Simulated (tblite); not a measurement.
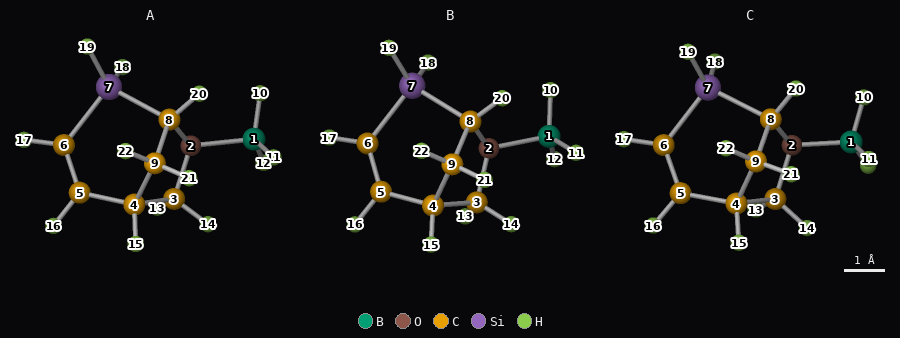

3 geometries from one relaxation of C6H13BOSi, in shuffled order. The picture is a ball-and-stick view, seen face on.

Computed with GFN2-xTB geometry optimisation, gas phase (tblite). 

Question: Order the frames from highest to lowest energy.

Answer: C, A, B. They are steps 0, 44, 96, at +40.1 kJ/mol, +1.67 kJ/mol relative to the last. Over 96 geometry steps the energy falls by 40.1 kJ/mol. H12 moves most after the best rigid fit: 0.53 Å. By element the largest moves are H 0.53 Å, B 0.30 Å, C 0.22 Å, O 0.20 Å, Si 0.12 Å. Among the contacts that change: B1–O2 1.517 → 1.624 Å, C5–C6 1.355 → 1.330 Å, C4–H15 1.117 → 1.092 Å, O2–C3 1.441 → 1.418 Å. Bond angles that change, for instance: Si7–C8–H20 108.3° → 118.1°, O2–C8–H20 116.0° → 108.8°, O2–C8–Si7 106.0° → 98.9°.
